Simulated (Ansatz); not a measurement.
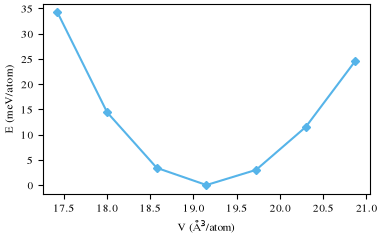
Figure: SrZnAsF in space group P4/nmm (No. 129; Sr on 2c, Zn on 2b, As on 2c, F on 2a) under volume change, r²SCAN (plane waves, PAW; program Ansatz), shape and atoms relaxed at each volume.

Task: What does a third-order Birch–Murnaghan fit give for V₀, B₀ and B′?

Result: V₀ = 19.15 Å³/atom, B₀ = 59.4 GPa, B′ = 4.4.

The first step of the workflow began from a Materials Project structure, measured or hypothetical; the Crystallography Open Database copy checked does not list it. Its standing as an ambient phase is unchecked. Symmetry was held in the r²SCAN relaxation; whether a distortion lowers the energy is not shown.

Potentials: the later of the program's two PAW sets.
